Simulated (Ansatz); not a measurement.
# PF3 (SMILES FP(F)F): BHLYP/6-311+G(d,p)

What is the electronic atomisation energy of PF3 at BHLYP/6-311+G**? 

Program for the calculation: Ansatz 0.2.0.

38 further runs of the same task are left out: 6 that didn't finish, 32 set aside as unsound or not needed.

## 1. The system as given

PF3: 4 atoms, total charge 0, spin state singlet. SMILES: `FP(F)F`. The coordinates come from a PBE0-D4/def2-TZVP relaxation.

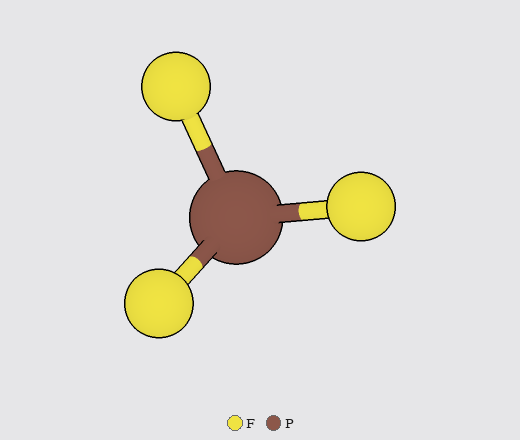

Viewed from a chosen angle; fluorine yellow, phosphorus brown.

## 2. A single-point energy at BHLYP/6-311+G(d,p)

Contents of run.yaml:

```yaml
crystal:
  periodic: [false, false, false]
  atoms:
    - {symbol: F, position_ang: [0.834400, -0.663200, 0.874500]}
    - {symbol: P, position_ang: [-0.297500, 0.314600, 0.392300]}
    - {symbol: F, position_ang: [-1.061900, -0.696500, -0.536900]}
    - {symbol: F, position_ang: [0.525000, 1.045200, -0.730000]}
basis:
  gaussian:
    orbitals: 6-311+G_st__st_-spherical.json
accuracy: high
output: {orbitals: {seedname: orbitals}}
hamiltonian:
  xc: {name: BHLYP}
```

The basis set 6-311+G** is read from a file made from the Basis Set Exchange's data (not shown).

Run with:

```sh
$ ansatz run run.yaml --threads 1 --pin off --max-ram 3480MiB --events-out events.jsonl --progress --plain --runs-dir runs
```

The log of the run:

```text
Warning: RAYON_NUM_THREADS=1 ignored (pool sized by the plan → 1); use --threads N
Functional definition: BHLYP
  name "BHLYP"
  parameter a = 0.5
  exchange = (1 - a)*b88_x + a*exact_x
  correlation = lyp_c
1724 factors; integrals over basis functions are off by at most 3.4e-9 eV
mean field evaluation 1: about -17437.7317 eV, gradient 4.9e1 eV
mean field evaluation 2: about -17436.7406 eV, gradient 5.7e1 eV
mean field evaluation 4: about -17440.9406 eV, gradient 1.4e0 eV
mean field evaluation 8: about -17441.2557 eV, gradient 5.1e-2 eV
mean field evaluation 16: about -17441.2557 eV, gradient 6.6e-6 eV
mean field -17441.25573516 eV, -640.9543261593 hartree, gradient 1.7e-8 eV, S^2 0.000000; 0 other end points of the search recorded, 0 dependent functions left out
reference -17441.25576056 eV, -640.9543270928 hartree; 21, 21 occupied and 75, 75 virtual orbitals, 1724 factors
Total energy: -17441.25576056 eV, -640.9543270928 hartree
```

Run time: 6.3 s. Hardware: 1 thread of Arm Neoverse V1, shared host; peak memory 0.27 GiB.

## 3. The F atom

Contents of input.yaml:

```yaml
crystal:
  periodic: [false, false, false]
  atoms:
    - {symbol: F, position_ang: [0.000000, 0.000000, 0.000000]}
basis:
  gaussian:
    orbitals: 6-311+G_st__st_.json
accuracy: high
hamiltonian:
  xc: {name: BHLYP}
total_charge: 0
magnetization:
  spin_polarized: true
  initial_magnetization: 1
```

The basis set 6-311+G** is read from a file made from the Basis Set Exchange's data (not shown).

Run the same way, it converges to -99.73430 Eh (log not shown).

## 4. The P atom at the same level

Contents of input.yaml:

```yaml
crystal:
  periodic: [false, false, false]
  atoms:
    - {symbol: P, position_ang: [0.000000, 0.000000, 0.000000]}
basis:
  gaussian:
    orbitals: 6-311+G_st__st_-spherical.json
magnetization:
  spin_polarized: true
  initial_magnetization: 3
hamiltonian:
  xc: {name: BHLYP}
accuracy: high
```

The basis set 6-311+G** is read from a file made from the Basis Set Exchange's data (not shown).

Run with:

```sh
$ ansatz run input.yaml --threads 1 --pin off --max-ram 3480MiB --events-out events.jsonl --progress --plain --runs-dir runs
```

The log of the run:

```text
Warning: RAYON_NUM_THREADS=1 ignored (pool sized by the plan → 1); use --threads N
[... 5 set-up lines as earlier in the session ...]
230 factors; integrals over basis functions are off by at most 3.5e-9 eV
mean field evaluation 1: about -9286.3315 eV, gradient 3.5e0 eV
mean field evaluation 2: about -9286.3816 eV, gradient 1.5e0 eV
mean field evaluation 4: about -9286.3898 eV, gradient 1.9e-1 eV
mean field evaluation 8: about -9286.3900 eV, gradient 3.1e-4 eV
mean field evaluation 16: about -9286.3900 eV, gradient 3.0e-8 eV
mean field -9286.38996703 eV, -341.2685367473 hartree, gradient 3.0e-8 eV, S^2 3.750534; 0 other end points of the search recorded, 0 dependent functions left out
reference -9286.39000790 eV, -341.2685382491 hartree; 9, 6 occupied and 21, 24 virtual orbitals, 230 factors
Total energy: -9286.39000790 eV, -341.2685382491 hartree
```

Run time: 0.88 s. Hardware: 1 thread of Arm Neoverse V1, shared host.

## 5. Summary of results

At BHLYP/6-311+G**:

| quantity | value |
| --- | --- |
| molecule: total energy | -640.95433 Eh |
| molecule: HOMO energy | -10.89 eV |
| molecule: LUMO energy | 0.21 eV |
| molecule: HOMO–LUMO gap | 11.10 eV |
| F atom: total energy | -99.73430 Eh |
| F atom: ⟨S²⟩ | 0.752 |
| P atom: total energy | -341.26854 Eh |
| P atom: ⟨S²⟩ | 3.751 |
| electronic atomisation energy | 13.140 eV |

Taking the molecule apart into free atoms costs 13.14 eV (1268 kJ/mol), before zero-point energy and without spin-orbit coupling.
